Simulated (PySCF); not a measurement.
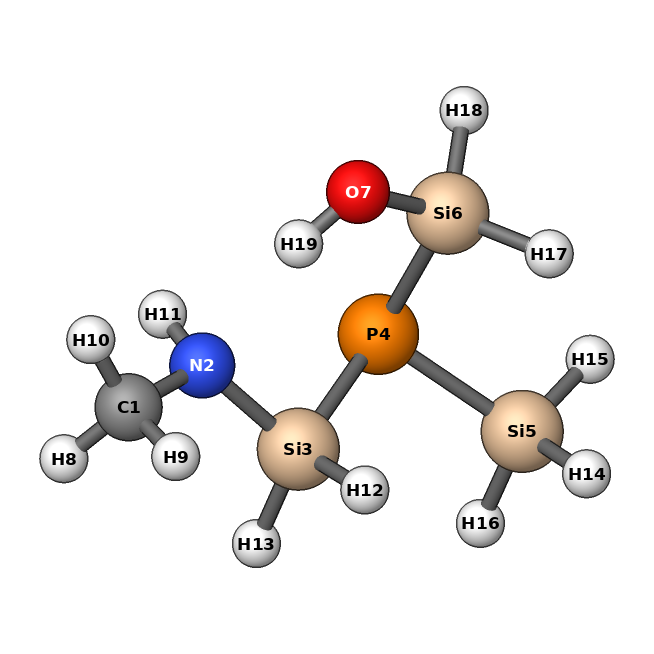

The computed structure is the end point of a GFN2-xTB optimisation. No frequency run is at hand to confirm it as a minimum. Level of theory: GIAO PBE0/pcSseg-1 NMR shielding, non-relativistic, gas phase (PySCF 2.14.0). Principal shieldings σ11 ≤ σ22 ≤ σ33, span Ω = σ33 − σ11, skew κ = 3(σiso − σ22)/Ω.

Give the shielding tensors of the N atoms.

```
atom    σ11    σ22    σ33   σiso     Ω      κ
  N2  205.7  241.8  269.6  239.0  63.9  −0.13
```

Shieldings and span in ppm.

The geometry is semi-empirical. Around P, Si such bond lengths and angles can be off by a tenth of an ångström or more and by several degrees, and values that hang on the shape move with them.
